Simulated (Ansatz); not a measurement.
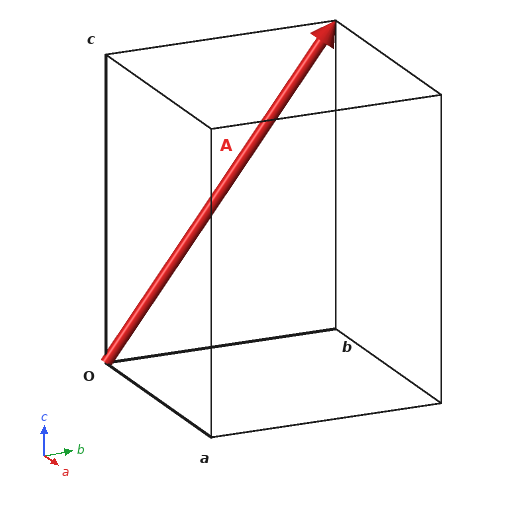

Crystal: BC₂, the end point of a relaxation with DFT PBE, scalar-relativistic, plane waves, PAW in Ansatz 0.2.0; the starting structure was generated, so it need not be a known form of this composition. The arrow starts at a corner of the unit cell and ends on its surface; where a tip isn't a corner, dashed lines run from it parallel to the axes. Symmetry computed with spglib at a tolerance of 0.002 Å; standard conventional cell.

a = 3.858 Å, b = 3.858 Å, c = 4.971 Å, α = 90.00°, β = 90.00°, γ = 90.00°.

**Give [uvw] of the arrow.**

Arrow A runs from (0, 0, 0) to (0, 1, 1), so [0 1 1].

**How long is the vector ua + vb + wc?**

6.293 Å.

**In I4/mcm (No. 140), how many directions are equivalent to A (Laue class 4/mmm, both senses counted)?**

8.
